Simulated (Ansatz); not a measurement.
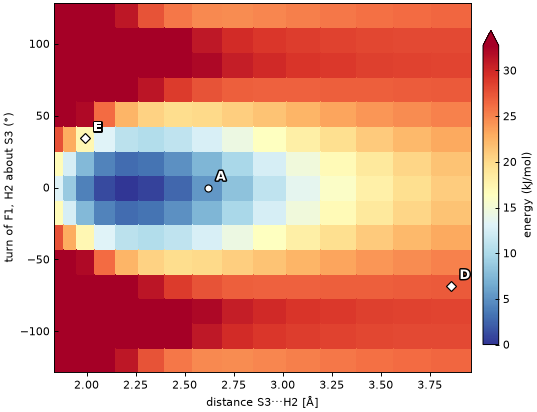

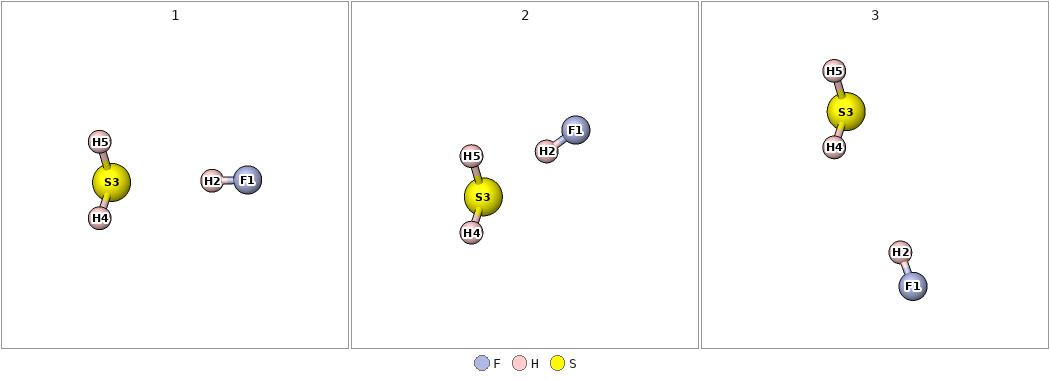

The pair FH···H₂S. The turn is about an axis along (0.88, 0.15, 0.44) in the frame of the relaxed pair, normal to the line between the partners. First axis: distance S3···H2. Second axis: turn of F1, H2 about S3. The scan uses a 15 × 15 grid; 120 points were computed and 105 follow by symmetry. Points are written as (first, second). Energies: kJ/mol, counted from the lowest grid point. Computed with Ansatz, RKS PBE0-D4/def2-TZVPD.

In the figure: one coloured cell a grid point, one colour for all values above the top of the scale, lettered points. The numbered pictures are the structures at these points, in random order.

Q: Which structure belongs to which point?

A: A is structure 1: (2.617 Å, 0.0°), 5.3 kJ/mol; D is structure 3: (3.859 Å, −68.6°), 27.2 kJ/mol; E is structure 2: (1.991 Å, 34.3°), 17.2 kJ/mol.
